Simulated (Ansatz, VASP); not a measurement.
# Cross-check of BN between VASP and Ansatz, part 2 of 2

One calculation is typed for both programs; each brings its own data sets and cutoff. How far apart do they land?

VASP 6.6.1 and Ansatz 0.2.0.

So far: The starting structure; Ansatz: band structure, HSE06.

## (3) VASP: band structure, HSE06

Level of this step: HSE06; plane waves and PAW (N, B) (VASP).

The same cell, functional, mesh and smearing now go to VASP, with its own data sets and cutoff.

Lines of VASP's logs that name or quote its potential files are left out, and so is its time.

INCAR

```
SYSTEM = BN
PREC = Accurate
ENCUT = 460
EDIFF = 1E-06
NELM = 100
ISMEAR = 0
SIGMA = 0.03
LREAL = .FALSE.
ALGO = Normal
LHFCALC = .TRUE.
AEXX = 0.25
GGA = PE
HFSCREEN = 0.2
LASPH = .TRUE.
NBANDS = 14
PRECFOCK = Fast
LORBIT = 11
LWAVE = .FALSE.
LCHARG = .FALSE.
KPAR = 8
```

POSCAR

```
BN
1.0
    2.5039900000      0.0000000000      0.0000000000
   -1.2519950000      2.1685189508      0.0000000000
    0.0000000000      0.0000000000      6.6612000000
N B
2 2
Direct
    0.6666666667      0.3333333333      0.2500000000
    0.3333333333      0.6666666667      0.7500000000
    0.6666666667      0.3333333333      0.7500000000
    0.3333333333      0.6666666667      0.2500000000
```

KPOINTS

```
Automatic mesh
0
Gamma
7 7 2
0 0 0
```

KPOINTS_OPT

```
Line mode
10
Line-mode
Reciprocal
  0.00000000   0.00000000   0.00000000 GAMMA
  0.50000000   0.00000000   0.00000000 M

  0.50000000   0.00000000   0.00000000 M
  0.33333333   0.33333333   0.00000000 K

  0.33333333   0.33333333   0.00000000 K
  0.00000000   0.00000000   0.00000000 GAMMA

  0.00000000   0.00000000   0.00000000 GAMMA
  0.00000000   0.00000000   0.50000000 A

  0.00000000   0.00000000   0.50000000 A
  0.50000000   0.00000000   0.50000000 L

  0.50000000   0.00000000   0.50000000 L
  0.33333333   0.33333333   0.50000000 H

  0.33333333   0.33333333   0.50000000 H
  0.00000000   0.00000000   0.50000000 A

  0.50000000   0.00000000   0.50000000 L
  0.50000000   0.00000000   0.00000000 M

  0.33333333   0.33333333   0.00000000 K
  0.33333333   0.33333333   0.50000000 H
```

The projector-augmented-wave data sets are N and B (PBE family, release 64).

Run with:

```sh
mpirun -np 8 vasp_std
```

Numbers of over 12 decimals in the logs are rounded to 6 here.

Log:

```text
[banner, memory and clock lines left out]
running    8 mpi-ranks, on    1 nodes
 distrk:  each k-point on    1 cores,    8 groups
 distr:  one band on    1 cores,    1 groups

 POSCAR found type information on POSCAR N B
 POSCAR found :  2 types and       4 ions
|                                                                             |
|           W    W    AA    RRRRR   N    N  II  N    N   GGGG   !!!           |
|           W    W   A  A   R    R  NN   N  II  NN   N  G    G  !!!           |
|           W    W  A    A  R    R  N N  N  II  N N  N  G       !!!           |
|           W WW W  AAAAAA  RRRRR   N  N N  II  N  N N  G  GGG   !            |
|           WW  WW  A    A  R   R   N   NN  II  N   NN  G    G                |
|           W    W  A    A  R    R  N    N  II  N    N   GGGG   !!!           |
|                                                                             |
|     For optimal performance we recommend to set                             |
|       NCORE = 2 up to number-of-cores-per-socket                            |
|     NCORE specifies how many cores store one orbital (NPAR=cpu/NCORE).      |
|     This setting can greatly improve the performance of VASP for DFT.       |
|     The default, NCORE=1 might be grossly inefficient on modern             |
|     multi-core architectures or massively parallel machines. Do your        |
|     Unfortunately you need to use the default for GW and RPA                |
|     calculations (for HF NCORE is supported but not extensively tested      |
|     yet).                                                                   |
|                                                                             |

 LDA part: xc-table for (Slater+PW92), standard interpolation
 found WAVECAR, reading the header
 POSCAR, INCAR and KPOINTS ok, starting setup
 FFT: planning ... GRIDC
 FFT: planning ... GRID_SOFT
 FFT: planning ... GRID
 reading WAVECAR
 the WAVECAR file was read successfully
 initial charge from wavefunction
 entering main loop
       N       E                     dE             d eps       ncg     rms          rms(c)
DAV:   1    -0.408492451260E+02   -0.40849E+02   -0.77638E-01   448   0.103E+01    0.988E-01
DAV:   2    -0.408525806129E+02   -0.33355E-02   -0.29640E-02   538   0.143E+00    0.644E-01
DAV:   3    -0.408488402052E+02    0.37404E-02   -0.72865E-03   538   0.647E-01    0.367E-01
DAV:   4    -0.408487821309E+02    0.58074E-04   -0.11559E-03   514   0.257E-01    0.230E-01
DAV:   5    -0.408486400167E+02    0.14211E-03   -0.62863E-05   526   0.760E-02    0.132E-01
DAV:   6    -0.408485909136E+02    0.49103E-04   -0.58360E-05   514   0.672E-02    0.702E-02
DAV:   7    -0.408485816379E+02    0.92758E-05   -0.10116E-05   520   0.305E-02    0.391E-02
DAV:   8    -0.408485792630E+02    0.23749E-05   -0.17810E-06   376   0.143E-02    0.229E-02
DAV:   9    -0.408485792655E+02   -0.25383E-08   -0.10899E-06   338   0.108E-02
   1 F= -.40848579E+02 E0= -.40848579E+02  d E =-.460133E-21
 Start KPOINTS_OPT (optional k-point list driver)
k-point batch [1-16\90]
       N       E                     dE             ncg
DAV:   1    -0.109933776177E+03   -0.78776E+04      448
DAV:   2    -0.150518268477E+04   -0.13952E+04      564
DAV:   3    -0.161241757482E+04   -0.10723E+03      544
DAV:   4    -0.161383517114E+04   -0.14176E+01      598
DAV:   5    -0.161385248126E+04   -0.17310E-01      598
DAV:   6    -0.161385269097E+04   -0.20971E-03      580
DAV:   7    -0.161385269469E+04   -0.37179E-05      460
DAV:   8    -0.161385269480E+04   -0.11327E-06      428
[...]
k-point batch [81-90\90]
       N       E                     dE             ncg
DAV:   1     0.415124633484E+04   -0.83362E+04      280
DAV:   2     0.338558274657E+04   -0.76566E+03      370
DAV:   3     0.333544676143E+04   -0.50136E+02      352
DAV:   4     0.333480489254E+04   -0.64187E+00      340
DAV:   5     0.333480069858E+04   -0.41940E-02      340
DAV:   6     0.333480066382E+04   -0.34761E-04      334
DAV:   7     0.333480066347E+04   -0.34650E-06      260
```

OUTCAR, selected parts (step 3):

```text
ion  position               nearest neighbor table
   1  0.667  0.333  0.250-   4 1.45   4 1.45   4 1.45
   2  0.333  0.667  0.750-   3 1.45   3 1.45   3 1.45
   3  0.667  0.333  0.750-   2 1.45   2 1.45   2 1.45
   4  0.333  0.667  0.250-   1 1.45   1 1.45   1 1.45

  LATTYP: Found a hexagonal cell.
 ALAT       =     2.5039900000
 C/A-ratio  =     2.6602342661

 Subroutine GETGRP returns: Found 24 space group operations
 (whereof 12 operations were pure point group operations)

The static configuration has the point symmetry D_3d.
 The point group associated with its full space group is D_6h.

 Found     16 irreducible k-points:

   k-points           NKPTS =     16   k-points in BZ     NKDIM =     98   number of bands    NBANDS=     14

   dimension x,y,z NGX =    18 NGY =   18 NGZ =   48
   dimension x,y,z NGXF=    36 NGYF=   36 NGZF=   96

   ENCUT  =  460.0 eV  33.81 Ry    5.81 a.u.   4.38  4.38 11.65*2*pi/ulx,y,z

   NELECT =      16.0000    total number of electrons

 k-points in reciprocal lattice and weights: Automatic mesh
   0.00000000  0.00000000  0.00000000       0.010
   0.14285714  0.00000000  0.00000000       0.061
   0.28571429  0.00000000  0.00000000       0.061
   0.42857143 -0.00000000  0.00000000       0.061
   0.14285714  0.14285714  0.00000000       0.061
   0.28571429  0.14285714  0.00000000       0.122
   0.42857143  0.14285714  0.00000000       0.061
   0.28571429  0.28571429  0.00000000       0.061
   0.00000000  0.00000000  0.50000000       0.010
[...]
0.42857143  0.14285714  0.50000000       0.061
   0.28571429  0.28571429  0.50000000       0.061

  exchange ACFDT corr.  =         0.00000000  see jH, gK, PRB 81, 115126

 average (electrostatic) potential at core
       1 -59.8038       2 -59.8038       3 -26.0664       4 -26.0664

 E-fermi :   1.5905

 k-point     1 :       0.0000    0.0000    0.0000
  band No.  band energies     occupation
    ...
      4      -3.0930      2.00000
      5      -0.1491      2.00000
      6      -0.1490      2.00000
      7      -0.1101      2.00000
      8      -0.1100      2.00000
      9       7.8605      0.00000
     10      13.4514      0.00000
     11      14.7459      0.00000
     12      14.7460      0.00000
     13      14.8841      0.00000
    ...

 k-point     2 :       0.1429    0.0000    0.0000
  band No.  band energies     occupation
    ...
      4      -2.5511      2.00000
      5      -1.7888      2.00000
      6      -1.7474      2.00000
      7      -0.8925      2.00000
      8      -0.8426      2.00000
      9       8.5598      0.00000
     10      13.1528      0.00000
     11      14.2403      0.00000
     12      14.6738      0.00000
     13      15.1193      0.00000
    ...

 k-point     3 :       0.2857    0.0000    0.0000
  band No.  band energies     occupation
    ...
      4      -5.0437      2.00000
      5      -3.0170      2.00000
      6      -2.2232      2.00000
      7      -2.1607      2.00000
      8      -1.0468      2.00000
      9      10.2624      0.00000
     10      11.1107      0.00000
     11      11.7686      0.00000
     12      13.4698      0.00000
     13      14.4551      0.00000
    ...

  energy-cutoff  :      460.00
  volume of cell :       36.17
      direct lattice vectors                 reciprocal lattice vectors
     2.503990000  0.000000000  0.000000000     0.399362617  0.230572115  0.000000000
    -1.251995000  2.168518951  0.000000000     0.000000000  0.461144229  0.000000000
     0.000000000  0.000000000  6.661200000     0.000000000  0.000000000  0.150123101

 POSITION                                       TOTAL-FORCE (eV/Angst)
 -----------------------------------------------------------------------------------
      1.25200      0.72284      1.66530        -0.000000      0.000000      0.000000
     -0.00000      1.44568      4.99590         0.000000      0.000000      0.000000
      1.25200      0.72284      4.99590        -0.000000     -0.000000     -0.000000
     -0.00000      1.44568      1.66530        -0.000000     -0.000000     -0.000000
 -----------------------------------------------------------------------------------
    total drift:                               -0.000000      0.000000     -0.000000

  FREE ENERGIE OF THE ION-ELECTRON SYSTEM (eV)
  ---------------------------------------------------
  free  energy   TOTEN  =       -40.8485792655 eV

  energy  without entropy=      -40.8485792655  energy(sigma->0) =      -40.84857927

 total charge
# of ion       s       p       d       tot
------------------------------------------
    1        1.233   2.797   0.000   4.031
    2        1.233   2.797   0.000   4.031
    3        0.750   1.410   0.000   2.160
    4        0.750   1.410   0.000   2.160
--------------------------------------------------
tot          3.967   8.415   0.000  12.382

[... 3 further parts left out ...]
```

## (4) Comparison

Known differences besides the PAW data sets themselves: exact exchange at q = 0 is treated differently, which shows on coarse meshes; VASP keeps PBE cores, Ansatz makes them for the functional; the cutoff is 420 eV in Ansatz and 460 eV in VASP; VASP takes a coarser grid for exact exchange (PRECFOCK = Fast). Total energies have different zeros and are not compared.

Both answers:

```tsv
quantity	Ansatz	VASP	difference
gap over the path points (eV)	5.588	5.578	+0.010
```

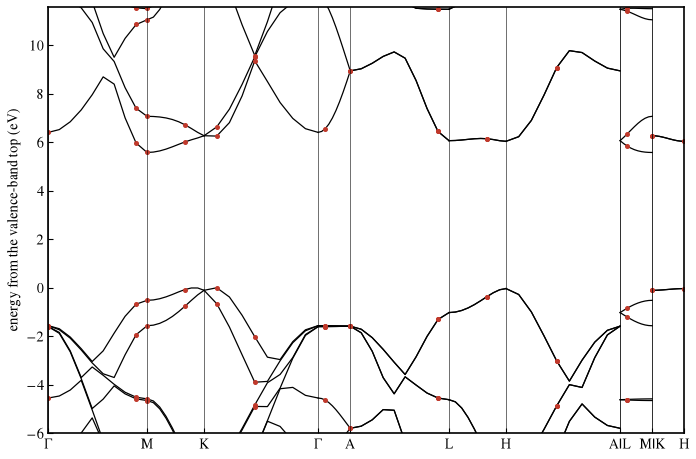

Bands from VASP (lines) and levels from Ansatz (dots). Dots without a line are higher empty bands that the VASP plot leaves out.

Levels at points of the path, from each program's valence-band top (eV; 4 filled, then empty):

```tsv
k (reciprocal lattice)	Ansatz	VASP
0.000 0.000 0.000	-1.61 -1.61 -1.57 -1.57 6.41 11.99 13.31	-1.60 -1.60 -1.56 -1.56 6.41 12.00 13.29
0.444 0.000 0.000	-4.59 -4.52 -1.94 -0.68 5.98 7.41 10.86	-4.58 -4.51 -1.94 -0.68 5.97 7.40 10.85
0.500 0.000 0.000	-4.66 -4.59 -1.56 -0.52 5.59 7.08 11.05	-4.65 -4.58 -1.57 -0.52 5.58 7.07 11.05
0.389 0.222 0.000	-6.94 -6.86 -0.76 -0.07 6.02 6.72 13.00	-6.94 -6.86 -0.76 -0.07 6.01 6.72 12.99
0.296 0.296 0.000	-7.54 -7.50 -0.66 0.00 6.26 6.64 12.40	-7.54 -7.50 -0.66 0.00 6.25 6.63 12.40
0.185 0.185 0.000	-4.90 -4.84 -3.89 -2.02 9.36 9.52 9.57	-4.89 -4.83 -3.90 -2.02 9.36 9.52 9.58
0.000 0.000 0.111	-1.61 -1.61 -1.57 -1.57 6.56 11.74 13.32	-1.60 -1.60 -1.57 -1.57 6.56 11.75 13.30
0.000 0.000 0.500	-1.59 -1.59 -1.59 -1.59 8.94 8.94 13.38	-1.58 -1.58 -1.58 -1.58 8.94 8.94 13.36
0.444 0.000 0.500	-4.56 -4.56 -1.31 -1.31 6.45 6.45 11.49	-4.55 -4.55 -1.31 -1.31 6.44 6.44 11.49
0.389 0.222 0.500	-6.90 -6.90 -0.36 -0.36 6.15 6.15 13.84	-6.90 -6.90 -0.36 -0.36 6.15 6.15 13.85
```

Among the levels compared (up to four filled and three empty ones at each point), filled levels agree within 9 meV and empty ones within 20 meV.

## (5) Summary of results

| Item | Value |
| --- | --- |
| difference in gap over the path points (band structure, HSE06) | 0.0097 eV |

**Reading.** The difference in gap over the path points is 0.0097 eV (band structure, HSE06), within the 0.08 eV picked in this series as the mark of a large difference. How closely two codes agree says nothing of how well the functional describes the real material.

[Lines on the potential files, build, host, timing and source positions are cut from VASP's logs without a mark.]

[Logs are printed without paths, hosts, clocks, repeated set-up lines and the standing remarks that a program may print on its own settings, such as how far it seeks lower states.]

[Hosts, paths, dates, database ids (printed as entryN), source tags and the programs' standing remarks are cut or masked in the printed files.]
